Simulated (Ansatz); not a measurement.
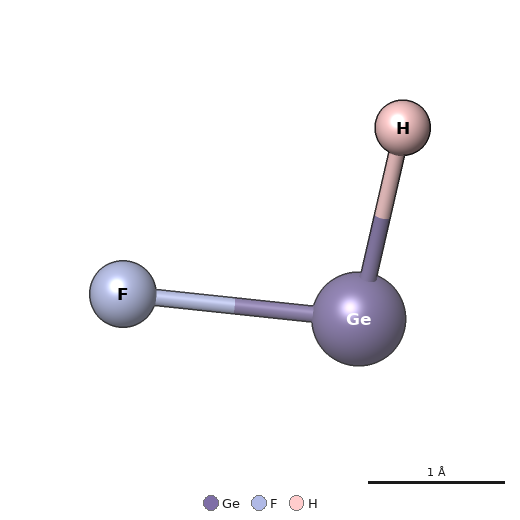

Distant atoms are faded towards the background colour. The geometry was computed by an optimisation with PBE0-D4/def2-TZVP. Masses are those of the most abundant isotopes; constants are for the rigid equilibrium geometry.

Question: What kind of rotor is it, and what are its rotational constants in cm⁻¹?

Answer: An asymmetric top (Cs): A = 6.60, B = 0.360, C = 0.341 cm⁻¹. Ray's parameter κ is −0.99, close to the prolate limit.
